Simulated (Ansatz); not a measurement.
## What a change does: single-point calculation on BSiH$_{2}$BrOF$_{2}$

System: BSiH$_{2}$BrOF$_{2}$, SMILES BO[Si](F)(F)Br.
Method of run A: RKS B2PLYP (frozen core)/def2-TZVPP (Ansatz 0.2.0).

The geometry comes from this level: PBE0-D4/def2-TZVP. Text and figures count atoms from 1; the logs count them from 0 in places.

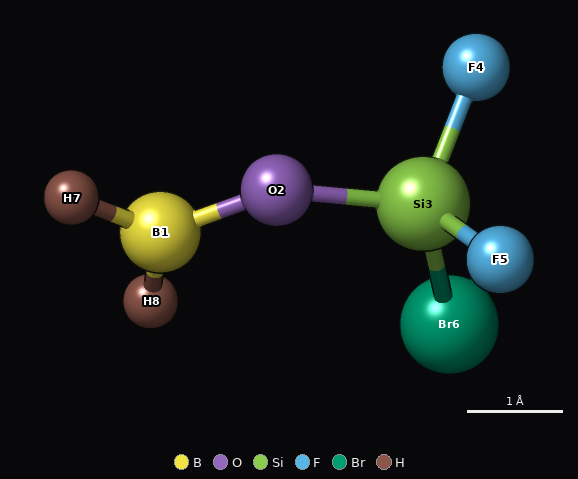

Fig. 1: The structure (ball-and-stick view, seen at a tilt; atoms are numbered from 1 in the order of the input). Bond lengths as drawn: Br–Si 2.17 Å, B–H 1.19 to 1.20 Å, B–O 1.36 Å, F–Si 1.57 Å and O–Si 1.61 Å.

## Input, run A
```yaml
crystal:
  periodic: [false, false, false]
  atoms:
    - {symbol: B, position_ang: [-0.482470, -1.526863, 0.263979]}
    - {symbol: O, position_ang: [0.316083, -0.451646, 0.475891]}
    - {symbol: Si, position_ang: [0.499985, 1.055980, -0.068458]}
    - {symbol: F, position_ang: [0.364947, 2.036361, 1.150682]}
    - {symbol: F, position_ang: [1.956357, 1.196361, -0.638704]}
    - {symbol: Br, position_ang: [-0.937528, 1.603351, -1.604319]}
    - {symbol: H, position_ang: [-0.265605, -2.505251, 0.914553]}
    - {symbol: H, position_ang: [-1.359770, -1.465194, -0.549224]}
basis:
  gaussian: {orbitals: def2-TZVPP}
hamiltonian: {xc: {name: B2PLYP}}
```

Hardware: 4 threads of Oxide Virtual Turin-like, 27 GiB of memory available, shared host.

## Output (run A)
```
Functional definition: B2PLYP
  parameter a = 0.53
  parameter c = 0.27
  exchange = (1 - a)*b88_x + a*exact_x
  correlation = (1 - c)*lyp_c + c*(mp2_os + mp2_ss)
1538 factors; integrals over basis functions are off by at most 8.3e-4 eV
mean field evaluation 1: about -86090.8877 eV, gradient 5.7e1 eV
mean field evaluation 2: about -86091.0418 eV, gradient 5.7e1 eV
mean field evaluation 4: about -86095.8233 eV, gradient 3.5e0 eV
mean field evaluation 8: about -86095.8658 eV, gradient 4.0e-1 eV
mean field evaluation 16: about -86095.8661 eV, gradient 1.0e-4 eV
mean field -86095.86613008 eV, -3163.9647224063 hartree, gradient 5.6e-6 eV, S^2 0.000000; 0 other end points of the search recorded, 0 dependent functions left out
18 core orbitals not correlated: weight in the atoms' cores, before any rotation towards them, 1.000 or more for the frozen orbitals, at most 0.000 for the correlated occupied ones
reference -86095.86629547 eV, -3163.9647284843 hartree; 23, 23 occupied and 201, 201 virtual orbitals, 1538 factors
second order -39.12515957 eV of doubles, -0.00000000 eV of singles
Total energy: -86106.43008855 eV, -3164.3529407197 hartree
```

The input of run B differs as follows (lines with − go, lines with + come):
```diff
-hamiltonian: {xc: {name: B2PLYP}}
+hamiltonian: {xc: {name: PBE-QIDH}}
```

What does this change do to the results?

The total energies belong to different methods, so their difference says nothing on which is more stable or more accurate. The functional changes from B2PLYP to PBE-QIDH.

## Output (run B)
```
Functional definition: PBE-QIDH
  parameter a = 3^(-1/3)
  parameter c = 1/3
  exchange = (1 - a)*pbe_x + a*exact_x
  correlation = (1 - c)*pbe_c + c*(mp2_os + mp2_ss)
1538 factors; integrals over basis functions are off by at most 8.3e-4 eV
mean field evaluation 1: about -86077.0287 eV, gradient 5.1e1 eV
mean field evaluation 2: about -86077.2279 eV, gradient 5.1e1 eV
mean field evaluation 4: about -86081.1959 eV, gradient 2.5e0 eV
mean field evaluation 8: about -86081.2322 eV, gradient 4.2e-1 eV
mean field evaluation 16: about -86081.2325 eV, gradient 1.2e-4 eV
mean field -86081.23249936 eV, -3163.4269463966 hartree, gradient 5.0e-6 eV, S^2 0.000000; 0 other end points of the search recorded, 0 dependent functions left out
18 core orbitals not correlated: weight in the atoms' cores, before any rotation towards them, 1.000 or more for the frozen orbitals, at most 0.000 for the correlated occupied ones
reference -86081.23251164 eV, -3163.4269468478 hartree; 23, 23 occupied and 201, 201 virtual orbitals, 1538 factors
second order -36.57635842 eV of doubles, -0.00000000 eV of singles
Total energy: -86093.42463112 eV, -3163.8749989743 hartree
```

## The two runs side by side

| quantity | run A | run B |
| --- | --- | --- |
| outcome | converged | converged |
| total energy (hartree) | −3164.352941 | −3163.874999 |
| basis functions | 242 | 242 |
| wall time (shared host) | 7 s | 7 s |
